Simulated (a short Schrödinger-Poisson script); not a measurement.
System: symmetric double-gate stack, SiO2 on p-type GaAs, at 77 K.

| layer | material | thickness (nm) | Na (cm⁻³) |
|---|---|---|---|
| 1 | SiO2 | 2.5 | - |
| 2 | GaAs | 14 | 4e16 |
| 3 | SiO2 | 2.5 | - |

The device is made up for the run: typed textbook-type constants, with dimensions and the other settings drawn at random. SiO2: permittivity 3.9, conduction-band edge (eV) 3.17, gap (eV) 9, electron mass (mₑ) 0.5. GaAs: permittivity 12.9, conduction-band edge (eV) 0, gap (eV) 1.424, Nv at 300 K (cm⁻³) 9e18.

Channel valleys (confinement mass, in-plane density-of-states mass, number): Γ 0.067, 0.067, 1. At the gates, both at one voltage, the conduction-band edge of layer 1 lies 3.06 eV − eVg above the Fermi level of the channel. Gaps are held at their typed values at every temperature. Mesh 0.03 nm at interfaces.

From a short Schrödinger-Poisson script (our own, NumPy): 1D Poisson equation in equilibrium, electrons quantum, Hartree (BenDaniel-Duke, 12 states a valley, the channel's in-plane mass for all, wave functions free to enter the dielectric), parabolic valleys, classical holes, full ionisation, no traps, pinning or gate leakage.

Only gate voltages with over 1e8 electrons/cm² are shown.

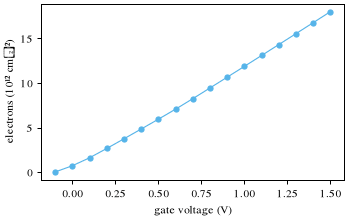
Sheet density against gate voltage

| Vg (V) | electrons (cm⁻²) | C (μF/cm²) | Γ E0 (meV) | Γ E1 (meV) |
|---|---|---|---|---|
| -0.1 | 1.43e10 | 0.297 | 16.8 | 80.8 |
| 0 | 7.12e11 | 1.35 | -25.3 | 34.1 |
| 0.1 | 1.60e12 | 1.58 | -53.2 | 1.1 |
| 0.2 | 2.65e12 | 1.72 | -72.1 | -22.3 |
| 0.3 | 3.73e12 | 1.75 | -89.6 | -43.8 |
| 0.4 | 4.83e12 | 1.76 | -107.3 | -65.2 |
| 0.5 | 5.93e12 | 1.78 | -125.3 | -86.5 |
| 0.6 | 7.06e12 | 1.84 | -142.6 | -107.0 |
| 0.7 | 8.24e12 | 1.92 | -157.2 | -124.7 |
| 0.8 | 9.44e12 | 1.94 | -170.5 | -141.0 |
| 0.9 | 1.06e13 | 1.94 | -183.9 | -157.2 |
| 1 | 1.19e13 | 1.95 | -197.5 | -173.4 |
| 1.1 | 1.31e13 | 1.96 | -211.5 | -189.7 |
| 1.2 | 1.43e13 | 1.96 | -225.7 | -206.1 |
| 1.3 | 1.55e13 | 1.97 | -240.2 | -222.6 |
| 1.4 | 1.68e13 | 1.98 | -255.0 | -239.1 |
| 1.5 | 1.80e13 | 1.98 | -269.9 | -255.7 |

Subbands count from the Fermi level. The capacitance is that of both gates.

Above a few 1e12 electrons/cm² a light Γ valley is non-parabolic and upper valleys begin to fill, which the model leaves out.
